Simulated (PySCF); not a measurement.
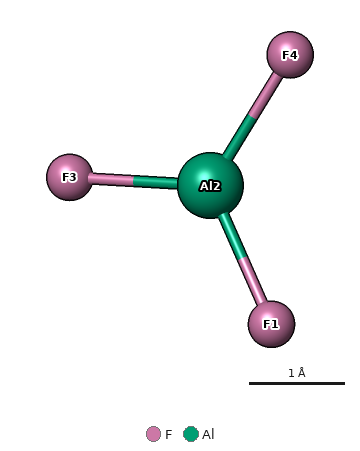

Figure 1. The input geometry of run A (ball-and-stick view, seen at a tilt; atoms are numbered from 1 in the order of the input). Sticks mark near contacts. Bond lengths as drawn: Al–F 1.64 Å.

# What a change does: excited-state calculation on AlF3

System: AlF3 (Aluminum trifluoride), SMILES [F][Al]([F])[F].
Method of run A: TDDFT HF/def2-SVPD, vertical, gas phase, core orbitals frozen in the response (PySCF 2.14.0).

The geometry comes from this level: PBE0-D3(BJ)/def2-SVP. Text and figures count atoms from 1; the logs count them from 0 in places.

### The input, run A
```
{"job": {"kind": "uv", "xc": "HF", "basis": "def2-SVPD", "ip": true}, "charge": 0, "multiplicity": 1}
F     -0.795061    -1.442628    -0.018345
Al     0.026694    -0.020086    -0.019376
F      1.669423    -0.019271    -0.017942
F     -0.797295     1.401095    -0.020517
```

The first line tells a small driver script what to run in PySCF; the rest is the geometry in Å.

Launched with:
```bash
OMP_NUM_THREADS=1 python <driver script> task.json out
```

Hardware: 1 CPU thread, shared host.

### Output (run A)
```
final grid: 46704 points
cycle   1  E = -540.0689808800  dE = -2.321e-01  |g| = 7.364e-01  |ddm| = 2.054e+00
cycle   2  E = -540.1352045534  dE = -6.622e-02  |g| = 4.528e-01  |ddm| = 7.328e-01
cycle   3  E = -540.1669694267  dE = -3.176e-02  |g| = 3.583e-02  |ddm| = 2.587e-01
cycle   4  E = -540.1673333251  dE = -3.639e-04  |g| = 6.441e-03  |ddm| = 4.234e-02
cycle   5  E = -540.1673593838  dE = -2.606e-05  |g| = 1.881e-03  |ddm| = 1.254e-02
cycle   6  E = -540.1673618909  dE = -2.507e-06  |g| = 3.203e-04  |ddm| = 3.976e-03
cycle   7  E = -540.1673619415  dE = -5.061e-08  |g| = 3.873e-05  |ddm| = 4.887e-04
cycle   8  E = -540.1673619421  dE = -5.766e-10  |g| = 8.001e-06  |ddm| = 7.103e-05
converged SCF energy = -540.1673619421

Static polarisability (au): isotropic 16.476, principal 15.418 17.002 17.010

Singlet excitations
state   eV       nm        f      main configurations
  1  11.3614    109.1   0.00000   H->L 0.68, H->L+2 0.18
  2  11.7066    105.9   0.00000   H-1->L 0.67, H-1->L+2 0.19
  3  11.7081    105.9   0.00000   H-2->L 0.67, H-2->L+2 0.19
  4  12.0965    102.5   0.12022   H-4->L 0.61, H-4->L+2 0.16
  5  12.0978    102.5   0.12017   H-3->L 0.61, H-3->L+2 0.16
  6  12.4311     99.7   0.25287   H-5->L 0.68, H-5->L+2 0.17
  7  12.7354     97.4   0.00000   H->L+1 0.90
  8  12.9957     95.4   0.02434   H-6->L 0.57, H-6->L+2 0.14, H-1->L+1 0.12
  9  12.9971     95.4   0.02474   H-7->L 0.57, H-7->L+2 0.14, H-2->L+1 0.12
 10  13.3185     93.1   0.00000   H-4->L+1 0.74, H-3->L+1 0.14

Triplet excitations (Tamm-Dancoff, eV): 10.9721 11.1749 11.1760 11.4836
Vertical ionisation energy (delta-SCF) = 14.5530 eV
```

For run B the input was changed thus:
```diff
-"xc": "HF"
+"xc": "BHandHLYP"
```

Predict how the results change.

The total energies belong to different methods, so their difference says nothing on which is more stable or more accurate. The HOMO goes from −17.43 to −14.00 eV. The LUMO goes from 0.56 to −1.16 eV. The lowest excitation goes from 11.36 to 9.40 eV. The strongest computed line goes from 12.43 to 10.59 eV. The method changes from HF to BHandHLYP. The SCF takes 10 iterations against 8.

### Output (run B)
```
coarse grid: 4888 points
cycle   1  E = -541.6206384897  dE = -7.660e-03  |g| = 8.469e-01  |ddm| = 2.109e+00
cycle   2  E = -541.5770238639  dE =  4.361e-02  |g| = 1.034e+00  |ddm| = 1.180e+00
cycle   3  E = -541.7459914067  dE = -1.690e-01  |g| = 2.351e-02  |ddm| = 5.938e-01
cycle   4  E = -541.7460994889  dE = -1.081e-04  |g| = 3.947e-03  |ddm| = 2.495e-02
cycle   5  E = -541.7461050080  dE = -5.519e-06  |g| = 5.184e-04  |ddm| = 5.818e-03
final grid: 46704 points
cycle   6  E = -541.7900215423  dE = -9.087e-06  |g| = 2.575e-03  |ddm| = 1.006e-02
cycle   7  E = -541.7900214194  dE =  1.229e-07  |g| = 2.947e-03  |ddm| = 2.855e-03
cycle   8  E = -541.7900227455  dE = -1.326e-06  |g| = 9.921e-05  |ddm| = 1.583e-03
cycle   9  E = -541.7900227509  dE = -5.406e-09  |g| = 2.769e-05  |ddm| = 1.617e-04
cycle  10  E = -541.7900227511  dE = -2.276e-10  |g| = 1.169e-05  |ddm| = 3.970e-05
converged SCF energy = -541.7900227511

Static polarisability (au): isotropic 18.743, principal 17.304 19.456 19.467

Singlet excitations
state   eV       nm        f      main configurations
  1   9.4033    131.9   0.00000   H->L 0.94
  2   9.8236    126.2   0.00000   H-1->L 0.93
  3   9.8263    126.2   0.00000   H-2->L 0.93
  4  10.1641    122.0   0.08311   H-4->L 0.83, H-3->L 0.09
  5  10.1649    122.0   0.08296   H-3->L 0.83, H-4->L 0.09
  6  10.5896    117.1   0.18321   H-5->L 0.94
  7  10.8379    114.4   0.00000   H->L+1 0.97
  8  11.0914    111.8   0.01807   H-6->L 0.78, H-1->L+1 0.15
  9  11.0936    111.8   0.01842   H-7->L 0.78, H-2->L+1 0.15
 10  11.4723    108.1   0.00000   H-4->L+1 0.78, H-3->L+1 0.19

Triplet excitations (Tamm-Dancoff, eV): 9.1236 9.4836 9.4860 9.7321
Vertical ionisation energy (delta-SCF) = 15.3123 eV
```

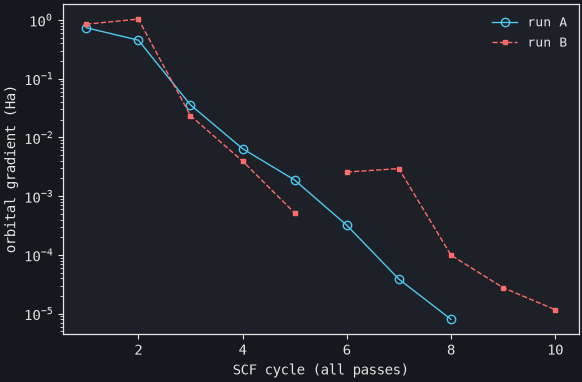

Figure 2. Convergence of the two runs: orbital gradient against the SCF cycle. A break in a curve parts two SCF passes (coarse and final grid). Run A takes 8 cycles in all, and run B takes 10.

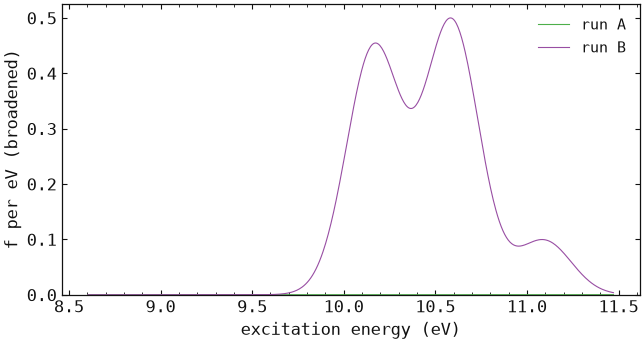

Figure 3. Absorption of the two runs from their computed states, each broadened by a Gaussian of 0.35 eV full width; the range ends where the shorter list of states ends.

### The two runs side by side

| quantity | run A | run B |
| --- | --- | --- |
| outcome | converged | converged |
| total energy (hartree) | −540.167362 | −541.790023 |
| HOMO (eV) | −17.43 | −14.00 |
| LUMO (eV) | 0.56 | −1.16 |
| dipole moment (D) | 0.01 | 0.01 |
| lowest excitation (eV) | 11.36 | 9.40 |
| SCF iterations | 8 | 10 |
| strongest computed line (eV) | 12.43 | 10.59 |
| basis functions | 93 | 93 |
| wall time (shared host) | 3.7 s | 30 s |
